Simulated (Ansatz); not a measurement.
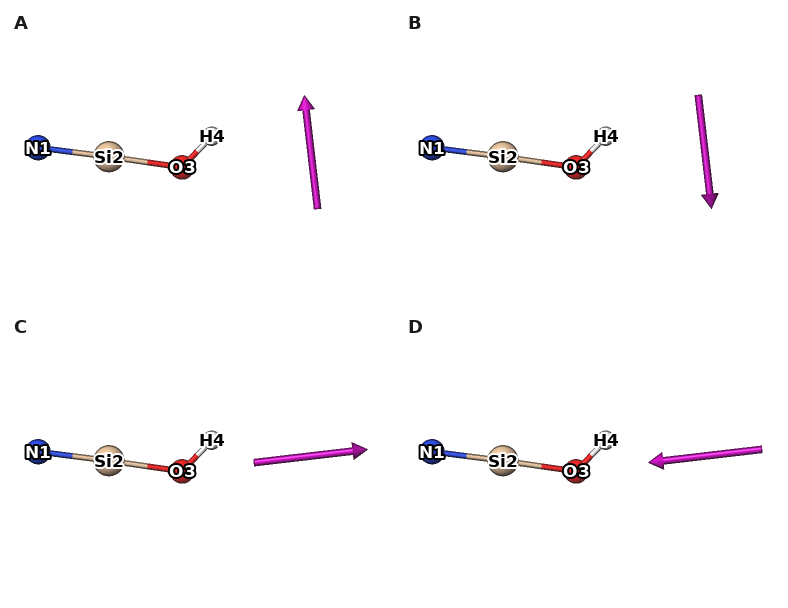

The same molecule four times, each with an arrow. The computed structure is the end point of a PBE0-D4/def2-TZVP optimisation. No frequency run is at hand to confirm it as a minimum. Properties computed with RKS PBE0-D4/def2-TZVP (Ansatz 0.2.0).

Which arrow points along the dipole moment, from the negative to the positive end?

Answer. C. The dipole moment is 5.43 D; it points from the side of N1 to the side of H4 (the outermost atoms at the two ends).
